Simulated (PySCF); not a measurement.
# SiN (charge −1): what the fields show

```xyz
2

Si    0.0000    0.0000   -0.5310
N     0.0000    0.0000    1.0610
```

All numbers below come from PBE0/aug-cc-pVDZ(-PP), non-relativistic Hamiltonian with scalar-relativistic core potentials where named, at a bond length of 1.592 Å in PySCF.

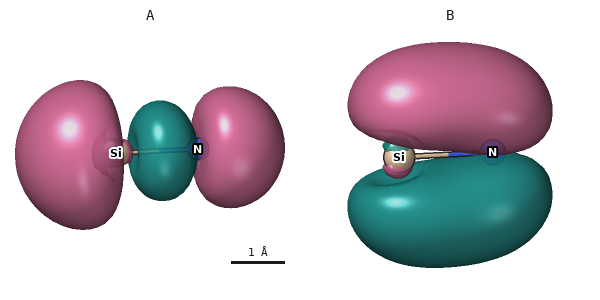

Figure 1. Two frontier orbitals, each drawn at the value that holds 80 % of its norm (teal and pink are the two phases), in no order; of a degenerate pair one member is drawn.

Question: Name the orbitals and rank them from lowest to highest energy.

Answer: Orbital B: π, occupied, −1.13 eV; bonding, with no node between the atoms.
Orbital A: σ, occupied, −1.06 eV; shared between the atoms (Si 45 %, N 55 %).

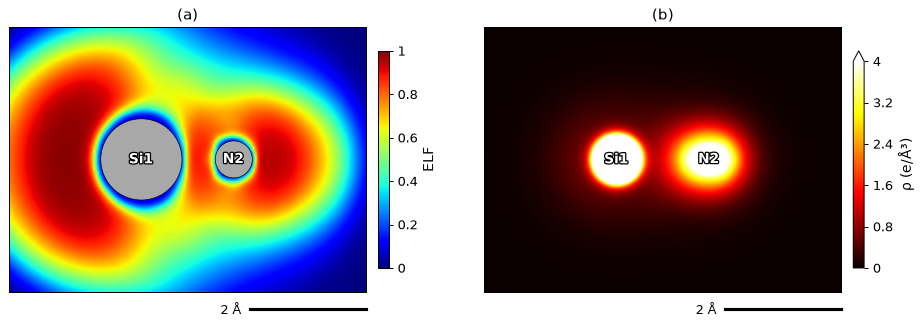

Figure 2. (a) ELF; (b) electron density on a plane that holds the molecular axis. Grey discs cover the atomic cores in the ELF map.

Question: What do the fields say about this system?

Answer: Atoms in the plane: Si and N. Si–N (1.59 Å): ρ at the midpoint is about 1.4 e/Å³; the ELF peaks at about 0.90 between the atoms, as expected for a short, strongly polar bond. The ELF also peaks beside N2 and Si1, away from the bonds: lone-pair regions.

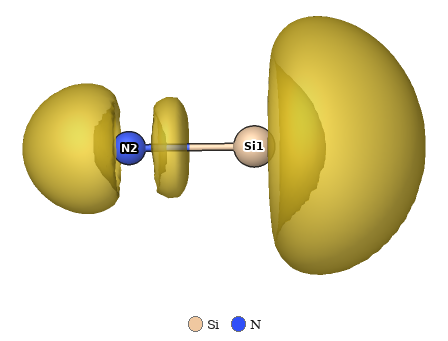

Figure 3. Isosurface of the electron localisation function at 0.8 (yellow), seen from one side. Only the valence region is drawn (cores and ρ < 0.01 e/Å³ removed).

Question: Where are the electrons localised?

Answer: The surface consists of one region between bonded N–Si atoms (shared pairs), one lobe on N, pointing away from the bonds (lone pairs) and one lobe on Si, pointing away from the bonds (lone pairs).
